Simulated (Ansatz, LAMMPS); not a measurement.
# Relaxing a frame of liquid mixture of dimethyl sulfoxide and H2O from 300 K (89 atoms), part 2 of 3

How does a frame of liquid mixture of dimethyl sulfoxide and H2O from 300 K (89 atoms) relax, and what do bonds, charges and levels look like afterwards?

Ansatz 0.2.0; Kohn-Sham DFT, PBE+D4, PAW (set soft_2), plane waves.

The cell: 16 C, 8 S, 11 O and 54 H. The network of contacts between molecules at the start is that of the classical potential that made the cell. The density was typed from a rule of thumb and may lie off the real one at this temperature. Only the Γ point is sampled, in a cell whose shortest periodic width is 10 Å.

So far. Step 3 (Single point at the start): Neighbours are counted within 1.34 Å (H-C), 1.21 Å (H-O), 2.21 Å (C-S), 1.93 Å (O-S).

**4. Relaxation**

With the cell held, the atoms are moved downhill towards a nearby minimum.

The input, input.yaml:

```yaml
crystal:
  lattice:
    - [10.1107, 0.0, 0.0]
    - [0.0, 10.1107, 0.0]
    - [0.0, 0.0, 10.1107]
  atoms:
    [... the 89 atom lines of step 3 ...]
kpoints:
  mp_grid: { grid: [1, 1, 1] }
hamiltonian:
  xc: pbe
  dispersion: d4
scf:
  occupations: { method: fixed }
output:
  forces: true
relax:
  f_tol: 0.03
  max_steps: 200
```

On the command line:

```console
$ ansatz run input.yaml --threads 4 --pin off --max-ram 8192MiB --backend cpu --events-out ev --progress --plain --runs-dir out
```

Numbers of over 12 decimals in the logs are rounded to 6 here.

Output:

```text
[...]
Crystal: 89 atoms, lattice volume = 1033.579 Å³
Basis set: ecut = 420 eV, 20197 PW (Γ), exchange–correlation on 144×144×144 points (8 copies of the dense FFT grid, shifted against one another)
Bands: 205, of which v1, the nominal top of the filled ones, is band 116 counted from 1 (115 counted from 0)
Symmetry: 1 space group operations
[...]
k-points: 1
[...]
SCF iter   1: F=—  HF=-18334.598543 eV  |F-HF|=—  |Δ(HF+E_count)|=         —  Δρ=7.28e-3  dr2=6.87e-1  ethr=1.77e-3  ⟨swp⟩=5.0  Hψ=679  notcnv=0  defer=85
[...]
SCF iter   3: F=—  HF=-18334.433755 eV  |F-HF|=—  |Δ(HF+E_count)|=   2.09e-2  Δρ=1.59e-3  dr2=3.24e-2  ethr=6.01e-5  ⟨swp⟩=3.0  Hψ=240  notcnv=0  defer=29
automatic band count: iteration 3 solves 147 bands in place of 205: the levels show a gap, and the empty bands left out lie too high to hold charge; the band table lists the bands solved (type scf.n_extra_bands for more)
SCF iter   4: F=—  HF=-18334.432882 eV  |F-HF|=—  |Δ(HF+E_count)|=   8.73e-4  Δρ=6.40e-4  dr2=5.70e-3  ethr=1.40e-5  ⟨swp⟩=3.0  Hψ=165  notcnv=0  defer=29
[...]
SCF iter   7: F=-18334.432978 eV  HF=-18334.432977 eV  |F-HF|=8.87e-7  |Δ(HF+E_count)|=   1.27e-5  Δρ=3.73e-5  dr2=1.44e-5  ethr=9.70e-9  ⟨swp⟩=3.0  Hψ=569  notcnv=0
SCF 1 converged in 7 iterations: F = -18334.432978 eV  dr2 = 1.44e-5
[...]
relax step   1: F+E_penalty+E_count = -18334.43297825 eV  Δ(F+E_penalty+E_count) = +0.000e0 eV  max|allowed force component| = 3.054e0 eV/Å  Δτ_max = 0.0000 Å  (7 SCF iters, dr2 threshold 2.25e-5 eV, accepted)
[... from here on, the SCF cycles and remarks between the steps are left out ...]
relax step   2: F+E_penalty+E_count = -18336.76667677 eV  Δ(F+E_penalty+E_count) = -2.334e0 eV  max|allowed force component| = 1.602e0 eV/Å  Δτ_max = 0.1946 Å  (7 SCF iters, dr2 threshold 1.00e-4 eV, accepted)
relax step   3: F+E_penalty+E_count = -18337.18738326 eV  Δ(F+E_penalty+E_count) = -4.207e-1 eV  max|allowed force component| = 1.634e0 eV/Å  Δτ_max = 0.1920 Å  (7 SCF iters, dr2 threshold 1.00e-4 eV, accepted)
relax step   4: F+E_penalty+E_count = -18337.38965297 eV  Δ(F+E_penalty+E_count) = -2.023e-1 eV  max|allowed force component| = 1.284e0 eV/Å  Δτ_max = 0.2000 Å  (6 SCF iters, dr2 threshold 1.00e-4 eV, accepted)
relax step   5: F+E_penalty+E_count = -18337.60943892 eV  Δ(F+E_penalty+E_count) = -2.198e-1 eV  max|allowed force component| = 4.500e-1 eV/Å  Δτ_max = 0.1985 Å  (6 SCF iters, dr2 threshold 1.00e-4 eV, accepted)
relax step   6: F+E_penalty+E_count = -18337.73346612 eV  Δ(F+E_penalty+E_count) = -1.240e-1 eV  max|allowed force component| = 1.941e-1 eV/Å  Δτ_max = 0.2000 Å  (7 SCF iters, dr2 threshold 2.49e-5 eV, accepted)
relax step   7: F+E_penalty+E_count = -18337.80790836 eV  Δ(F+E_penalty+E_count) = -7.444e-2 eV  max|allowed force component| = 2.182e-1 eV/Å  Δτ_max = 0.1948 Å  (8 SCF iters, dr2 threshold 4.63e-6 eV, accepted)
relax step   8: F+E_penalty+E_count = -18337.84939650 eV  Δ(F+E_penalty+E_count) = -4.149e-2 eV  max|allowed force component| = 3.065e-1 eV/Å  Δτ_max = 0.1962 Å  (8 SCF iters, dr2 threshold 8.85e-6 eV, accepted)
relax step   9: F+E_penalty+E_count = -18337.89832433 eV  Δ(F+E_penalty+E_count) = -4.893e-2 eV  max|allowed force component| = 2.682e-1 eV/Å  Δτ_max = 0.1322 Å  (6 SCF iters, dr2 threshold 9.39e-5 eV, accepted)
relax step  10: F+E_penalty+E_count = -18337.95331727 eV  Δ(F+E_penalty+E_count) = -5.499e-2 eV  max|allowed force component| = 2.610e-1 eV/Å  Δτ_max = 0.1952 Å  (6 SCF iters, dr2 threshold 5.51e-5 eV, accepted)
relax step  11: F+E_penalty+E_count = -18337.99649086 eV  Δ(F+E_penalty+E_count) = -4.317e-2 eV  max|allowed force component| = 4.343e-1 eV/Å  Δτ_max = 0.1978 Å  (6 SCF iters, dr2 threshold 5.22e-5 eV, accepted)
relax step  12: F+E_penalty+E_count = -18338.03386747 eV  Δ(F+E_penalty+E_count) = -3.738e-2 eV  max|allowed force component| = 5.829e-1 eV/Å  Δτ_max = 0.1874 Å  (7 SCF iters, dr2 threshold 1.00e-4 eV, accepted)
relax step  13: F+E_penalty+E_count = -18338.09557308 eV  Δ(F+E_penalty+E_count) = -6.171e-2 eV  max|allowed force component| = 5.216e-1 eV/Å  Δτ_max = 0.1989 Å  (6 SCF iters, dr2 threshold 1.00e-4 eV, accepted)
relax step  14: F+E_penalty+E_count = -18338.16298776 eV  Δ(F+E_penalty+E_count) = -6.741e-2 eV  max|allowed force component| = 4.086e-1 eV/Å  Δτ_max = 0.1947 Å  (6 SCF iters, dr2 threshold 1.00e-4 eV, accepted)
relax step  15: F+E_penalty+E_count = -18338.21481017 eV  Δ(F+E_penalty+E_count) = -5.182e-2 eV  max|allowed force component| = 4.405e-1 eV/Å  Δτ_max = 0.1948 Å  (6 SCF iters, dr2 threshold 1.00e-4 eV, accepted)
relax step  16: F+E_penalty+E_count = -18338.25224760 eV  Δ(F+E_penalty+E_count) = -3.744e-2 eV  max|allowed force component| = 4.518e-1 eV/Å  Δτ_max = 0.1762 Å  (6 SCF iters, dr2 threshold 1.00e-4 eV, accepted)
relax step  17: F+E_penalty+E_count = -18338.28232718 eV  Δ(F+E_penalty+E_count) = -3.008e-2 eV  max|allowed force component| = 3.930e-1 eV/Å  Δτ_max = 0.1431 Å  (6 SCF iters, dr2 threshold 1.00e-4 eV, accepted)
relax step  18: F+E_penalty+E_count = -18338.29867650 eV  Δ(F+E_penalty+E_count) = -1.635e-2 eV  max|allowed force component| = 3.654e-1 eV/Å  Δτ_max = 0.1788 Å  (6 SCF iters, dr2 threshold 1.00e-4 eV, accepted)
relax step  19: F+E_penalty+E_count = -18338.30988821 eV  Δ(F+E_penalty+E_count) = -1.121e-2 eV  max|allowed force component| = 2.149e-1 eV/Å  Δτ_max = 0.0591 Å  (5 SCF iters, dr2 threshold 1.00e-4 eV, accepted)
relax step  20: F+E_penalty+E_count = -18338.31777108 eV  Δ(F+E_penalty+E_count) = -7.883e-3 eV  max|allowed force component| = 7.726e-2 eV/Å  Δτ_max = 0.0621 Å  (6 SCF iters, dr2 threshold 1.60e-5 eV, accepted)
relax step  21: F+E_penalty+E_count = -18338.32058525 eV  Δ(F+E_penalty+E_count) = -2.814e-3 eV  max|allowed force component| = 6.440e-2 eV/Å  Δτ_max = 0.0647 Å  (9 SCF iters, accepted)
relax step  22: F+E_penalty+E_count = -18338.32208806 eV  Δ(F+E_penalty+E_count) = -1.503e-3 eV  max|allowed force component| = 6.565e-2 eV/Å  Δτ_max = 0.0516 Å  (9 SCF iters, accepted)
relax step  23: F+E_penalty+E_count = -18338.32325276 eV  Δ(F+E_penalty+E_count) = -1.165e-3 eV  max|allowed force component| = 2.922e-2 eV/Å  Δτ_max = 0.0386 Å  (7 SCF iters, dr2 threshold 2.99e-6 eV, accepted)
relax step  24: F+E_penalty+E_count = -18338.32325281 eV  Δ(F+E_penalty+E_count) = -4.748e-8 eV  max|allowed force component| = 2.921e-2 eV/Å  Δτ_max = 0.0000 Å  (3 SCF iters, accepted)
relax step  25: F+E_penalty+E_count = -18338.32416747 eV  Δ(F+E_penalty+E_count) = -9.147e-4 eV  max|allowed force component| = 3.089e-2 eV/Å  Δτ_max = 0.0420 Å  (9 SCF iters, accepted)
relax step  26: F+E_penalty+E_count = -18338.32493878 eV  Δ(F+E_penalty+E_count) = -7.713e-4 eV  max|allowed force component| = 5.218e-2 eV/Å  Δτ_max = 0.0469 Å  (7 SCF iters, dr2 threshold 9.53e-7 eV, accepted)
relax step  27: F+E_penalty+E_count = -18338.32588625 eV  Δ(F+E_penalty+E_count) = -9.475e-4 eV  max|allowed force component| = 9.125e-2 eV/Å  Δτ_max = 0.0847 Å  (7 SCF iters, dr2 threshold 2.72e-6 eV, accepted)
relax step  28: F+E_penalty+E_count = -18338.32676218 eV  Δ(F+E_penalty+E_count) = -8.759e-4 eV  max|allowed force component| = 9.584e-2 eV/Å  Δτ_max = 0.0308 Å  (6 SCF iters, dr2 threshold 8.33e-6 eV, accepted)
[...]
relax step  36: F+E_penalty+E_count = -18338.33892349 eV  Δ(F+E_penalty+E_count) = -1.939e-3 eV  max|allowed force component| = 1.133e-1 eV/Å  Δτ_max = 0.1875 Å  (7 SCF iters, dr2 threshold 5.10e-6 eV, accepted)
relax step  37: F+E_penalty+E_count = -18338.34011805 eV  Δ(F+E_penalty+E_count) = -1.195e-3 eV  max|allowed force component| = 1.205e-1 eV/Å  Δτ_max = 0.0762 Å  (6 SCF iters, dr2 threshold 4.89e-6 eV, accepted)
relax step  38: F+E_penalty+E_count = -18338.34166047 eV  Δ(F+E_penalty+E_count) = -1.542e-3 eV  max|allowed force component| = 9.835e-2 eV/Å  Δτ_max = 0.0727 Å  (5 SCF iters, dr2 threshold 1.39e-5 eV, accepted)
relax step  39: F+E_penalty+E_count = -18338.34316514 eV  Δ(F+E_penalty+E_count) = -1.505e-3 eV  max|allowed force component| = 4.959e-2 eV/Å  Δτ_max = 0.0924 Å  (6 SCF iters, dr2 threshold 6.44e-6 eV, accepted)
relax step  40: F+E_penalty+E_count = -18338.34395610 eV  Δ(F+E_penalty+E_count) = -7.910e-4 eV  max|allowed force component| = 9.796e-2 eV/Å  Δτ_max = 0.1950 Å  (9 SCF iters, accepted)
relax step  41: F+E_penalty+E_count = -18338.34477537 eV  Δ(F+E_penalty+E_count) = -8.193e-4 eV  max|allowed force component| = 7.355e-2 eV/Å  Δτ_max = 0.0200 Å  (5 SCF iters, dr2 threshold 2.44e-6 eV, accepted)
relax step  42: F+E_penalty+E_count = -18338.34527687 eV  Δ(F+E_penalty+E_count) = -5.015e-4 eV  max|allowed force component| = 6.569e-3 eV/Å  Δτ_max = 0.0176 Å  (5 SCF iters, dr2 threshold 3.05e-6 eV, accepted)
relax step  43: F+E_penalty+E_count = -18338.34527714 eV  Δ(F+E_penalty+E_count) = -2.618e-7 eV  max|allowed force component| = 6.552e-3 eV/Å  Δτ_max = 0.0000 Å  (4 SCF iters, accepted)
relax step  44: F+E_penalty+E_count = -18338.34607101 eV  Δ(F+E_penalty+E_count) = -7.939e-4 eV  max|allowed force component| = 1.845e-2 eV/Å  Δτ_max = 0.0751 Å  (9 SCF iters, accepted)
relax step  45: F+E_penalty+E_count = -18338.34661123 eV  Δ(F+E_penalty+E_count) = -5.402e-4 eV  max|allowed force component| = 2.308e-1 eV/Å  Δτ_max = 0.1957 Å  (9 SCF iters, accepted)
relax step  46: F+E_penalty+E_count = -18338.34912063 eV  Δ(F+E_penalty+E_count) = -2.509e-3 eV  max|allowed force component| = 1.024e-1 eV/Å  Δτ_max = 0.0261 Å  (4 SCF iters, dr2 threshold 5.33e-5 eV, accepted)
relax step  47: F+E_penalty+E_count = -18338.35113461 eV  Δ(F+E_penalty+E_count) = -2.014e-3 eV  max|allowed force component| = 2.415e-2 eV/Å  Δτ_max = 0.0479 Å  (6 SCF iters, dr2 threshold 2.06e-6 eV, accepted)
relax step  48: F+E_penalty+E_count = -18338.35113508 eV  Δ(F+E_penalty+E_count) = -4.739e-7 eV  max|allowed force component| = 2.425e-2 eV/Å  Δτ_max = 0.0000 Å  (4 SCF iters, accepted)
SCF converged after 4 iterations
Free energy (F): -18338.351135 eV
[...]
Internal energy: -18338.351135 eV  (E = F + TS)
E sigma→0 (E₀):  -18338.351135 eV
Fermi energy:    -0.336342 eV
[...]
--- Forces (eV/Å), atoms counted from 1 ---
  atom   1  C     -0.00122738    -0.00302120     0.00160275
  atom   2  S      0.00230952     0.00800357     0.00052800
  atom   3  C     -0.00302318    -0.00248636     0.00377656
  atom   4  O      0.00369857    -0.00281838    -0.00788906
  atom   5  H      0.00267453     0.00249436    -0.00082603
  atom   6  H      0.00042752     0.00110876     0.00098768
  atom   7  H      0.00293930     0.00098424    -0.00122307
  atom   8  H     -0.00059654    -0.00152646    -0.00312736
  atom   9  H     -0.00132672    -0.00144393     0.00007271
  atom  10  H      0.00129306     0.00323036    -0.00124181
  atom  11  C      0.00232300     0.00194894    -0.00044074
  atom  12  S      0.00412367     0.00179473    -0.00014039
  atom  13  C      0.00123464     0.00027967    -0.00273668
  atom  14  O     -0.00039831    -0.00433017     0.00242058
[...]
atom  88  H      0.00319373    -0.00382589     0.00169375
  atom  89  H     -0.00052424    -0.00011921    -0.00063303
  max |Σ_I F_I| component: 1.31e-4 eV/Å
--- Relaxed structure (48 steps of the walk, 48 accepted, 0 SCFs on fresh bases) ---
  F+E_penalty+E_count = -18338.35113508 eV   max|allowed force component| = 2.425e-2 eV/Å
  atoms:
    - { symbol: C, position: [0.382510, 0.143803, 0.548927] }
    - { symbol: S, position: [0.311560, 0.308698, 0.551256] }
    - { symbol: C, position: [0.189511, 0.281923, 0.423058] }
    - { symbol: O, position: [0.237618, 0.321872, 0.681387] }
[...]
- { symbol: H, position: [0.697656, 0.737633, 0.090548] }
```

It took 3.1 min on 4 threads of Arm Neoverse V2, shared host; peak memory 0.94 GiB; 12 min of CPU time.

The steps of the relaxation (22 of 48):

```csv
step,energy less that of the first step (eV),largest force component (eV/Å)
1,0.0000,3.0535
3,-2.7544,1.6337
5,-3.1765,0.4500
8,-3.4164,0.3065
10,-3.5203,0.2610
12,-3.6009,0.5829
14,-3.7300,0.4086
17,-3.8493,0.3930
19,-3.8769,0.2149
21,-3.8876,0.0644
23,-3.8903,0.0292
26,-3.8920,0.0522
28,-3.8938,0.0958
30,-3.8962,0.1473
32,-3.8991,0.2054
35,-3.9040,0.1157
37,-3.9071,0.1205
39,-3.9102,0.0496
41,-3.9118,0.0736
44,-3.9131,0.0184
46,-3.9161,0.1024
48,-3.9182,0.0242
```

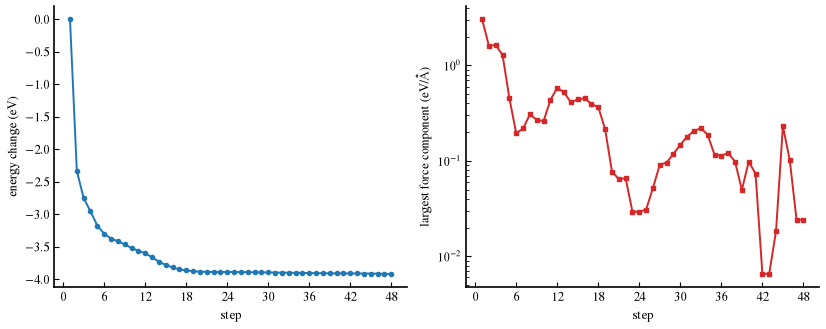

Energy and largest force along the relaxation.

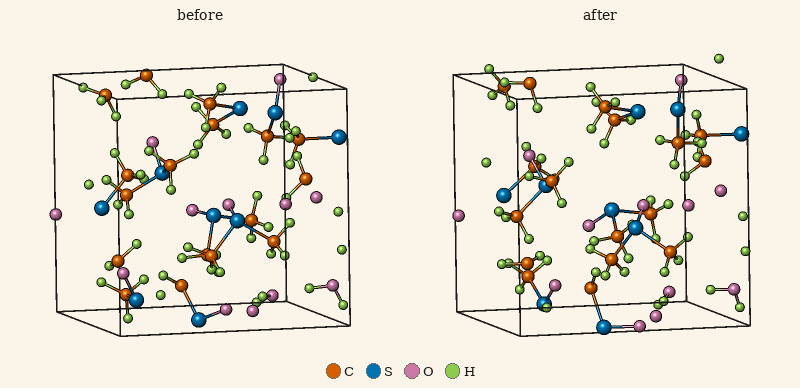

Before and after, at one scale. Bonds to atoms that aren't drawn are left out.

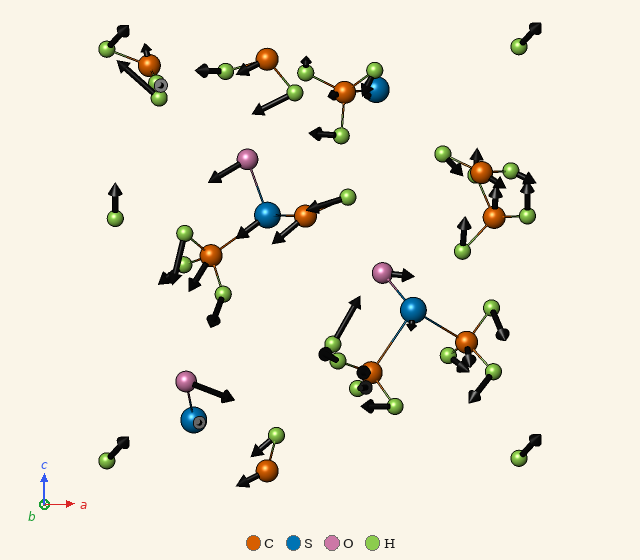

Displacements in the relaxation, scaled; the longest in the cell stands for 1.58 Å. Drawn is a slice 4 Å thick, seen along the normal of the ac plane. Bonds to atoms that aren't drawn are left out.

The atoms that moved most (Å):

```csv
atom,dx,dy,dz,length
H48,0.274,-1.354,-0.757,1.575
H46,-0.312,1.479,0.096,1.515
H16,-1.097,0.254,0.977,1.490
H25,1.480,-0.160,0.059,1.489
H75,0.721,0.010,1.268,1.459
O14,1.269,0.465,-0.525,1.450
H9,-0.328,-0.080,-1.340,1.382
H6,-0.836,-0.196,-1.062,1.366
```

The relaxation changed the energy by -44.0 meV/atom, and atoms moved by 0.85 Å r.m.s., 1.6 Å at most.

**5. Structure statistics after relaxation**

Bonds before and after, by the cutoffs listed below:

```csv
pair,bonds before,bonds after,mean before (Å),mean after (Å),spread before (Å),spread after (Å)
H-C,48,48,1.103,1.097,0.033,0.001
H-O,6,6,1.000,0.989,0.000,0.003
C-S,16,16,1.813,1.807,0.036,0.005
O-S,8,8,1.502,1.521,0.025,0.005
```

Density 1.09 g/cm³, 11.61 Å³ an atom.

Pair distribution functions g(r), in bins of 0.2 Å:

```csv
r (Å),total,H-H,H-C,H-O,H-S,C-C,C-O
0.90,0.66,0.00,0.00,4.37,0.00,0.00,0.00
1.10,4.30,0.00,19.73,0.00,0.00,0.00,0.00
1.30,0.00,0.00,0.00,0.00,0.00,0.00,0.00
1.50,0.49,0.35,0.00,0.00,0.00,0.00,0.00
1.70,0.72,1.70,0.00,0.44,0.00,0.00,0.00
1.90,1.50,2.46,0.00,0.82,0.00,0.00,0.00
2.10,0.00,0.00,0.00,0.00,0.00,0.00,0.00
2.30,0.84,0.41,0.00,0.89,5.05,0.00,0.00
2.50,0.84,0.81,0.00,1.48,2.92,0.00,0.00
2.70,1.02,1.05,0.31,0.96,0.13,3.48,5.20
2.90,1.20,0.80,1.60,2.95,0.90,0.00,0.00
3.10,0.75,1.25,0.68,0.64,0.48,0.00,0.00
3.30,0.74,0.88,1.00,0.64,0.44,0.00,1.25
3.50,0.96,0.69,1.21,1.00,1.19,0.27,3.25
3.70,1.06,0.82,1.40,1.99,0.28,0.45,2.05
3.90,1.07,1.08,1.00,1.22,0.94,1.67,0.76
4.10,1.00,1.10,1.10,0.99,0.74,1.74,0.42
4.30,1.02,0.99,0.82,1.01,1.39,0.87,0.89
4.50,1.07,1.18,0.87,0.92,1.11,0.31,0.94
4.70,1.02,1.04,0.84,0.78,1.47,2.03,0.53
4.90,0.98,0.93,1.05,0.70,1.16,0.79,0.88
```

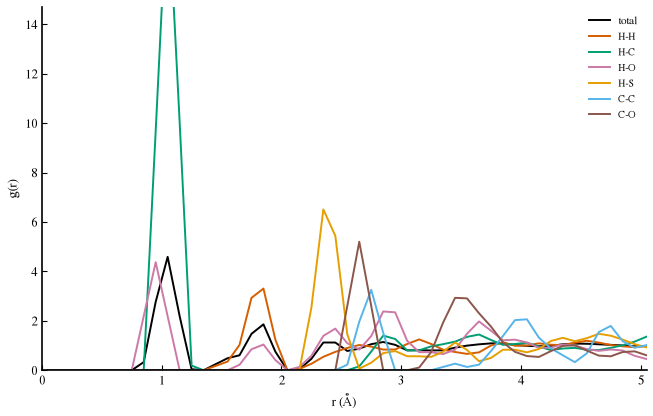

Pair distribution functions, lightly smoothed, with peaks cut at 14.

Bonds by pair of elements; cutoffs follow the first minimum of g(r), held within bounds set by covalent radii, and pairs that aren't listed don't count as bonded:

```csv
pair A-B,cutoff (Å),bonds,mean length (Å),spread (Å),shortest (Å),B about A,A about B
H-C,1.34,48,1.10,0.001,1.09,0.889,3
H-O,1.21,6,0.989,0.003,0.983,0.111,0.545
C-S,2.21,16,1.81,0.005,1.80,1,2
O-S,1.93,8,1.52,0.005,1.52,0.727,1
```

How many atoms have how many bonded neighbours:

```csv
element,mean,1,2,3,4
C,4,0,0,0,16
H,1,54,0,0,0
O,1.27,8,3,0,0
S,3,0,0,8,0
```

Bond angles, per cent of each kind in bins of 5°:

```csv
angle (°),H-C-H,H-C-S,C-S-O
105–110,29.2,93.8,100.0
110–115,70.8,6.2,0.0
```

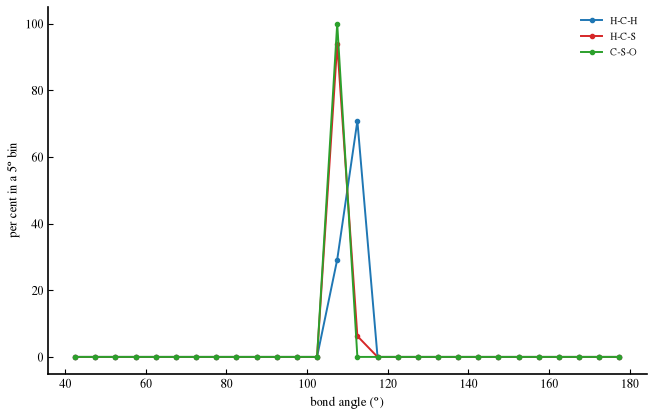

Distributions of the most common bond angles.

Bond angles (no mean is given where the spread exceeds 20°):

```csv
angle,count,mean (°),spread (°)
H-C-H,48,110,0.9
H-C-S,48,108,1.3
C-S-O,16,107,0.5
C-S-C,8,97.4,0.9
H-O-H,3,104,1.6
```

Bond length by coordination (bonds to H left out):

```csv
element,coordination,atoms,mean bond length (Å)
O,1,8,1.52
```

By these cutoffs all C atoms have 4, all H atoms have 1, 73 % of O atoms have 1 and all S atoms have 3 bonded neighbours. The H-C-H angle averages 110° with a spread of 0.9°.

[end of part 2 of 3]

[Logs are printed without paths, hosts, clocks, repeated set-up lines and the standing remarks that a program may print on its own settings, such as how far it seeks lower states.]

[Hosts, paths, dates, database ids (printed as entryN), source tags and the programs' standing remarks are cut or masked in the printed files.]
